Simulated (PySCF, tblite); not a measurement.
# C₅H₆B radical: geometry, infrared bands and EPR parameters

Aim: predict the infrared bands and EPR parameters of C₅H₆B radical (`[H]/[C]=C/B(C)C#C`).

Computed with tblite 0.8.0 and PySCF 2.14.0, with density-fitted response routines of our own, on a single molecule in the gas phase. Atoms are numbered from 0 throughout.

## 1. The molecule as given

12 atoms, charge 0, multiplicity 2; geometry from: force field or distance geometry start.

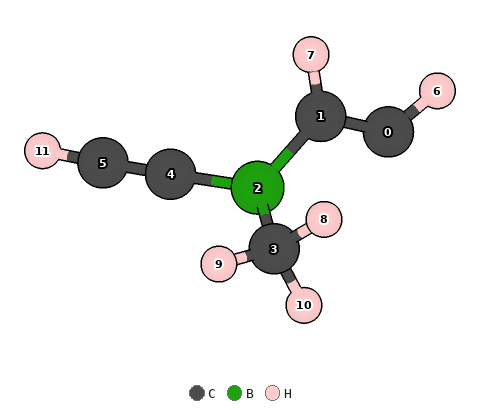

The starting geometry (carbon dark grey, boron green, hydrogen pink), atoms numbered.

## 2. Geometry optimisation with GFN2-xTB

The job: settings as JSON, then the geometry in Å.

```
{"job": {"kind": "relax", "xc": "GFN2-xTB", "basis": "xTB"}, "charge": 0, "multiplicity": 2}
C      1.786100    -1.256000    -0.863700
C      1.178700    -0.669000     0.145000
B     -0.140400     0.097300    -0.139600
C     -1.469700    -0.760900    -0.157200
C     -0.153600     1.597200     0.178200
C     -0.141200     2.771800     0.424000
H      2.684300    -1.813800    -0.847900
H      1.617900    -0.737000     1.138400
H     -1.217800    -1.786900     0.278800
H     -2.313400    -0.301000     0.377800
H     -1.719000    -0.960700    -1.227500
H     -0.110700     3.818300     0.667700
```

Run with:

```bash
> OMP_NUM_THREADS=1 python probes_run.py task.json out
```

One launch serves the whole session: the jobs run in the order shown.

Log:

```text
step      E/eV     max force
  0    -401.62731    1.937
  1    -401.71037    3.087
  2    -401.81587    1.398
  3    -401.85493    1.682
  4    -401.89480    0.562
  5    -401.91361    0.444
  6    -401.92440    0.497
  7    -401.93797    0.335
  8    -401.94889    0.381
  9    -401.95927    0.307
 10    -401.96594    0.198
 11    -401.97014    0.147
 12    -401.97291    0.175
 13    -401.97538    0.197
 14    -401.97768    0.143
 15    -401.97969    0.145
 16    -401.98160    0.132
 17    -401.98358    0.134
 18    -401.98534    0.137
 19    -401.98660    0.129
 20    -401.98775    0.127
 21    -401.98935    0.130
 22    -401.99138    0.135
 23    -401.99335    0.101
 24    -401.99478    0.100
 25    -401.99588    0.094
 26    -401.99705    0.117
 27    -401.99810    0.107
 28    -401.99877    0.084
 29    -401.99931    0.066
 30    -402.00002    0.103
 31    -402.00116    0.133
 32    -402.00269    0.136
 33    -402.00411    0.119
 34    -402.00517    0.081
 35    -402.00599    0.088
 36    -402.00687    0.084
 37    -402.00789    0.070
 38    -402.00883    0.131
 39    -402.00948    0.092
 40    -402.01064    0.085
 41    -402.01212    0.088
 42    -402.01312    0.086
 43    -402.01497    0.113
 44    -402.01725    0.193
 45    -402.02023    0.239
 46    -402.02517    0.251
 47    -402.03187    0.188
 48    -402.03683    0.341
 49    -402.02811    0.862
 50    -402.04346    0.146
 51    -402.04474    0.113
 52    -402.04645    0.088
 53    -402.04745    0.086
 54    -402.04915    0.122
 55    -402.05107    0.127
 56    -402.05278    0.106
 57    -402.05379    0.085
 58    -402.05460    0.067
 59    -402.05537    0.095
 60    -402.05644    0.094
 61    -402.05749    0.078
 62    -402.05853    0.080
 63    -402.05950    0.093
 64    -402.06065    0.120
 65    -402.06177    0.244
 66    -402.06427    0.117
 67    -402.06888    0.135
 68    -402.07079    0.126
 69    -402.07282    0.146
 70    -402.07548    0.181
 71    -402.07896    0.334
 72    -402.08132    0.128
 73    -402.08102    0.383
 74    -402.08308    0.134
 75    -402.08360    0.088
 76    -402.08475    0.112
 77    -402.08642    0.156
 78    -402.08722    0.103
 79    -402.08773    0.080
 80    -402.08798    0.058
 81    -402.08815    0.057
 82    -402.08825    0.060
 83    -402.08836    0.039
 84    -402.08853    0.050
 85    -402.08876    0.085
 86    -402.08908    0.071
 87    -402.08943    0.038
 88    -402.08957    0.030
 89    -402.08966    0.028
 90    -402.08973    0.035
 91    -402.08984    0.037
 92    -402.08998    0.038
 93    -402.09015    0.025
 94    -402.09020    0.017
 95    -402.09024    0.023
 96    -402.09033    0.036
 97    -402.09045    0.040
 98    -402.09060    0.059
 99    -402.09066    0.026
100    -402.09076    0.054
101    -402.09085    0.049
102    -402.09144    0.084
103    -402.09162    0.052
104    -402.09182    0.037
105    -402.09187    0.032
106    -402.09191    0.020
107    -402.09197    0.016
108    -402.09201    0.020
109    -402.09205    0.013
110    -402.09206    0.008
```

It took 0.68 s on 1 thread of Arm Neoverse N1, shared host; peak memory 0.18 GiB.

Step by step: (not every step is listed)

| step | energy from step 0 (eV) | largest force (eV/Å) |
| --- | --- | --- |
| 0 | 0.0000 | 1.9369 |
| 1 | -0.0831 | 3.0874 |
| 2 | -0.1886 | 1.3984 |
| 3 | -0.2276 | 1.6816 |
| 4 | -0.2675 | 0.5624 |
| 5 | -0.2863 | 0.4444 |
| 6 | -0.2971 | 0.4971 |
| 7 | -0.3107 | 0.3349 |
| 8 | -0.3216 | 0.3813 |
| 17 | -0.3563 | 0.1340 |
| 26 | -0.3697 | 0.1173 |
| 35 | -0.3787 | 0.0882 |
| 44 | -0.3899 | 0.1934 |
| 53 | -0.4201 | 0.0860 |
| 62 | -0.4312 | 0.0805 |
| 71 | -0.4516 | 0.3344 |
| 80 | -0.4607 | 0.0580 |
| 89 | -0.4623 | 0.0279 |
| 98 | -0.4633 | 0.0586 |
| 105 | -0.4646 | 0.0322 |
| 106 | -0.4646 | 0.0196 |
| 107 | -0.4647 | 0.0161 |
| 108 | -0.4647 | 0.0201 |
| 109 | -0.4647 | 0.0135 |
| 110 | -0.4647 | 0.0085 |

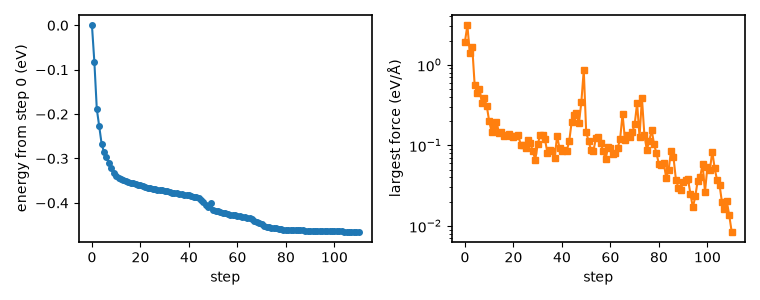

Energy and largest force along the relaxation.

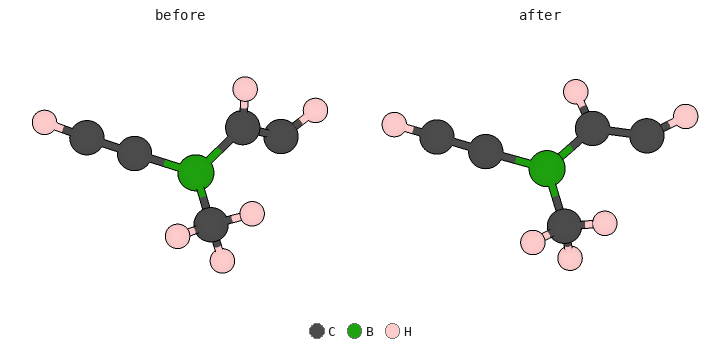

The geometry before (left) and after (right).

Close pairs (by a distance rule), those that changed most:

| bond | before (Å) | after (Å) | change (Å) |
| --- | --- | --- | --- |
| C3–H8 | 1.143 | 1.087 | -0.056 |
| C3–H10 | 1.117 | 1.091 | -0.026 |
| B2–C4 | 1.533 | 1.508 | -0.026 |
| C5–H11 | 1.075 | 1.052 | -0.023 |
| C0–C1 | 1.316 | 1.300 | -0.016 |
| C1–H7 | 1.088 | 1.101 | +0.013 |
| C3–H9 | 1.100 | 1.088 | -0.012 |
| C1–B2 | 1.552 | 1.562 | +0.010 |

The next job starts from the end point, and lists it.

## 3. Infrared spectrum with GFN2-xTB

The job: settings as JSON, then the geometry in Å.

```
{"job": {"kind": "ir", "xc": "GFN2-xTB", "basis": "xTB"}, "charge": 0, "multiplicity": 2}
C      1.562650    -1.775594    -0.293369
C      1.327685    -0.515379    -0.079803
B     -0.097609     0.113090     0.030312
C     -1.387163    -0.740531    -0.275783
C     -0.208009     1.569202     0.405052
C     -0.276341     2.732217     0.715867
H      2.382027    -2.449109    -0.408363
H      2.164303     0.190285     0.040641
H     -1.279769    -1.776955     0.034990
H     -2.291645    -0.333541     0.170582
H     -1.549070    -0.760547    -1.354428
H     -0.345861     3.746177     0.988274
```

Log:

```text
mode    cm-1     km/mol
  1      38.6      0.80
  2      65.0      0.75
  3     121.6      0.21
  4     192.4      0.70
  5     195.4      2.47
  6     373.3      2.24
  7     391.8      2.65
  8     427.6      1.30
  9     590.7     37.95
 10     620.5      8.63
 11     664.7     21.64
 12     690.6      8.17
 13     736.5     21.60
 14     762.9      3.28
 15     816.6    137.58
 16     868.8      0.74
 17    1105.8     27.78
 18    1129.9    160.49
 19    1188.1    174.04
 20    1380.3     23.40
 21    1479.0      1.68
 22    1481.1      1.88
 23    1684.5     85.23
 24    2194.0     51.11
 25    2751.8     33.15
 26    2994.0     22.75
 27    3035.2     31.39
 28    3037.6     20.55
 29    3159.1     36.57
 30    3358.2      2.42
```

Run time: 0.34 s. Hardware: 1 thread of Arm Neoverse N1, shared host; peak memory 0.18 GiB.

The strongest bands and the atoms that carry them (share of the mass-weighted mode):

| cm⁻¹ | km/mol | atoms |
| --- | --- | --- |
| 591 | 38.0 | H6 43 %, H7 15 %, C1 13 % |
| 817 | 137.6 | H10 30 %, B2 22 %, C3 14 %, H8 13 % |
| 1130 | 160.5 | B2 66 % |
| 1188 | 174.0 | B2 45 %, H7 33 % |
| 1684 | 85.2 | C1 52 %, C0 43 % |
| 2194 | 51.1 | C4 57 %, C5 34 % |
| 2752 | 33.1 | H7 94 % |
| 3159 | 36.6 | H6 91 % |

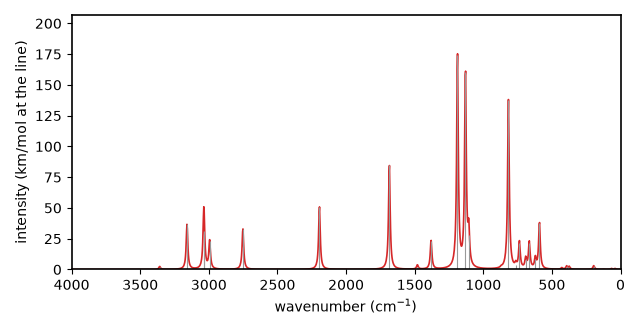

The infrared spectrum from these modes, unscaled. Lines are broadened to a width of 14 cm⁻¹ (Lorentzian).

## 4. EPR parameters: B3LYP/pcH-1

Same as in step 3 but for these lines:

```diff
@@ -1,2 +1,2 @@
-{"job": {"kind": "ir", "xc": "GFN2-xTB", "basis": "xTB"}, "charge": 0, "multiplicity": 2}
+{"job": {"kind": "epr", "basis": "pcH-1"}, "charge": 0, "multiplicity": 2}
 C      1.562650    -1.775594    -0.293369
```

Method: UKS B3LYP, pcH-1 on B C H, non-relativistic, mean-field spin-orbit, GIAO.

Log:

```text
UKS, coarse grid
  cycle   1  E = -218.79057692  |g| = 3.79e-01
  cycle   2  E = -218.73587023  |g| = 4.93e-01
  cycle   3  E = -218.85192102  |g| = 1.77e-01
  cycle   4  E = -218.86821574  |g| = 2.98e-02
  cycle   5  E = -218.86852628  |g| = 2.09e-02
  cycle   6  E = -218.86876794  |g| = 4.55e-03
  cycle   7  E = -218.86879278  |g| = 2.67e-03
  cycle   8  E = -218.86880599  |g| = 1.01e-03
  cycle   9  E = -218.86880908  |g| = 5.52e-04
UKS, final grid
  cycle   1  E = -218.86878585  |g| = 5.60e-04
  cycle   2  E = -218.86878573  |g| = 8.86e-04
  cycle   3  E = -218.86878614  |g| = 2.88e-04
  cycle   4  E = -218.86878619  |g| = 1.01e-04
  cycle   5  E = -218.86878623  |g| = 9.01e-05
  cycle   6  E = -218.86878624  |g| = 2.39e-05
E = -218.86878624 Eh   <S^2> = 0.7598 (exact 0.7500)
g shifts (ppm)      1          2          3
  rmc          -144       -144       -144
  gc             26          9         15
  oz_so        -915        -19        723
  total       -1033       -154        594
hyperfine (MHz)  atom isotope    a_iso     a_fc   dipolar eigenvalues
    0   13C     302.13     302.13    -82.08    -59.58    141.66
    1   13C       7.15       7.15    -17.32      3.66     13.66
    2   11B      59.54      59.54     -5.30     -2.81      8.11
    3   13C      -1.11      -1.11     -1.34      0.09      1.25
    4   13C      -0.15      -0.15     -0.33     -0.19      0.53
    5   13C       0.10       0.10     -1.64      0.78      0.86
    6    1H      54.06      54.06    -32.13     -7.25     39.38
    7    1H     214.71     214.71     -5.02     -2.29      7.31
    8    1H      -0.15      -0.15     -4.76     -3.54      8.30
    9    1H      -1.20      -1.20     -1.50     -1.02      2.52
   10    1H      -2.09      -2.09     -2.02     -2.00      4.02
   11    1H       0.47       0.47     -0.46     -0.11      0.57
```

Wall time 45 s (1 thread of Arm Neoverse N1, shared host); peak memory 0.73 GiB.

Principal g values 2.00129, 2.00217, 2.00291; g(iso) = 2.00212, against 2.00232 for a free electron.

Hyperfine couplings; where a row names several nuclei, a(iso) is their mean (it holds for fast rotation or exchange) and the dipolar term the largest among them:

| nuclei | isotope | a(iso) (MHz) | a(iso) (G, at g = 2.0023) | largest dipolar term (MHz) |
| --- | --- | --- | --- | --- |
| C0 | 13C | 302.1 | 107.8 | 141.7 |
| H7 | 1H | 214.7 | 76.6 | 7.3 |
| B2 | 11B | 59.5 | 21.2 | 8.1 |
| H6 | 1H | 54.1 | 19.3 | 39.4 |
| C1 | 13C | 7.2 | 2.6 | -17.3 |
| H8, H9, H10 | 1H | -1.1 | -0.4 | 8.3 |
| C3 | 13C | -1.1 | -0.4 | -1.3 |
| H11 | 1H | 0.5 | 0.2 | 0.6 |
| C4 | 13C | -0.1 | -0.1 | 0.5 |
| C5 | 13C | 0.1 | 0.0 | -1.6 |

Mulliken spin populations:

| atom | value (e) |
| --- | --- |
| C0 | 1.02 |
| C1 | -0.17 |
| B2 | 0.04 |
| C3 | 0.00 |
| C4 | 0.00 |
| C5 | -0.01 |
| H6 | 0.01 |
| H7 | 0.10 |
| H8 | 0.00 |
| H9 | 0.00 |
| H10 | 0.00 |
| H11 | 0.00 |

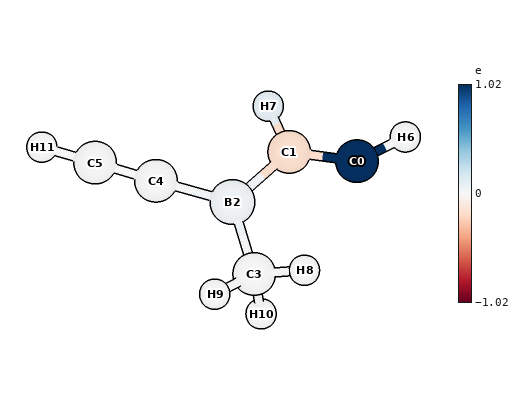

Mulliken spin populations, as colours on the atoms.

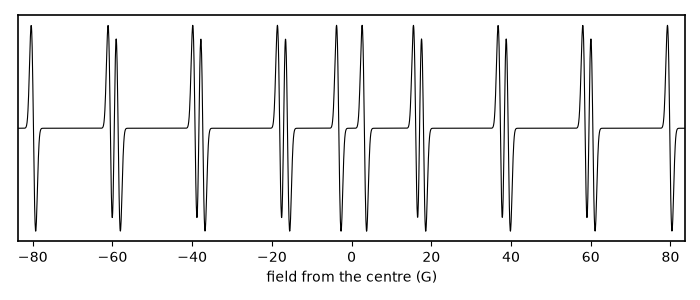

First-order isotropic spectrum (first derivative, main isotopes with spin only, couplings over 0.8 MHz, Gaussian width 0.4 G; couplings of the frozen geometry, rotation of groups not averaged beyond the rows shown).

The fields below are evaluated on a grid from the run's orbitals.

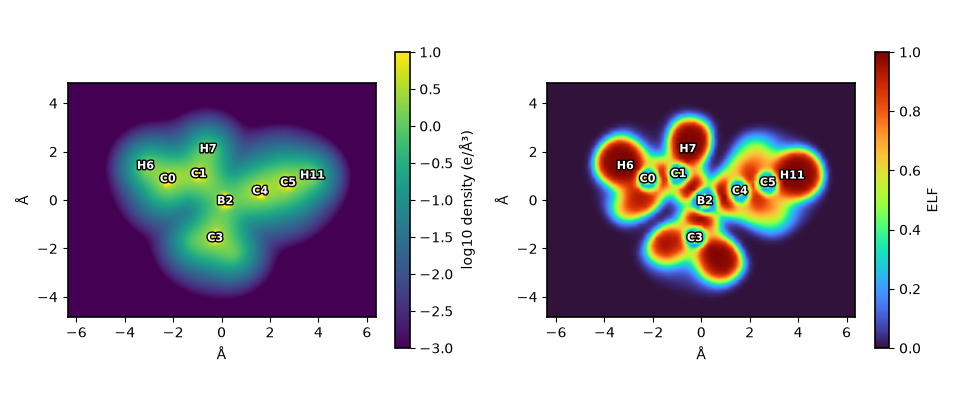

Density (left) and ELF (right) in a plane through or near 9 of the atoms.

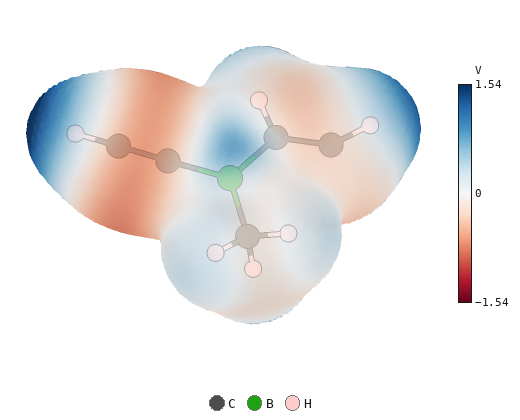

Electrostatic potential on the surface of density 0.002 e/bohr³; red is low, blue high. It runs from -0.73 V near C4 to 1.54 V near H11.

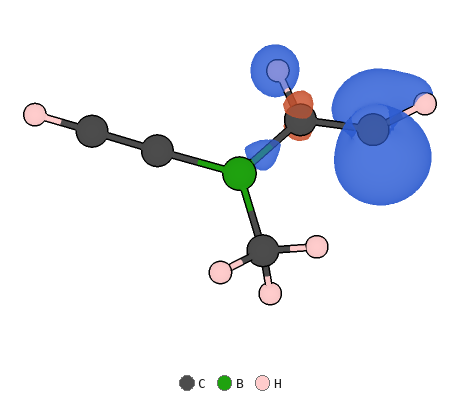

Spin density at ±0.05 e/Å³ (alpha excess blue, beta excess red).

## 5. Outcome

| quantity | value |
| --- | --- |
| strongest single infrared mode (GFN2-xTB) | 1188 cm⁻¹, 174 km/mol |
| zero-point energy (GFN2-xTB) | 53.7 kcal/mol |
| g(iso) (B3LYP) | 2.00212 |
| ⟨S²⟩ | 0.760 (exact 0.75) |
| largest a(iso) (averaged by class) | 13C on C0, 302.1 MHz |
| potential on the surface of density 0.002 e/bohr³, 1st and 99th percentile | -0.73 V and 1.54 V |

Over 110 steps the energy fell by 0.465 eV; of the close pairs, C3–H8 changed most, 1.143 to 1.087 Å. No mode is imaginary among the 30: a minimum at this level. The strongest single mode, at 1188 cm⁻¹, moves mainly B2 and H7. GFN2-xTB is a fitted tight-binding method: band positions and strengths are rough. Its intensities can rank the bands wrongly. Most of the unpaired spin sits on C0 (1.02 e). The isotropic g lies 0.2 ppt below the free-electron value. These values are for one conformer; the search (at its own cheap level) found 1 more, at 0.12 kcal/mol, and measured spectra average over such forms.
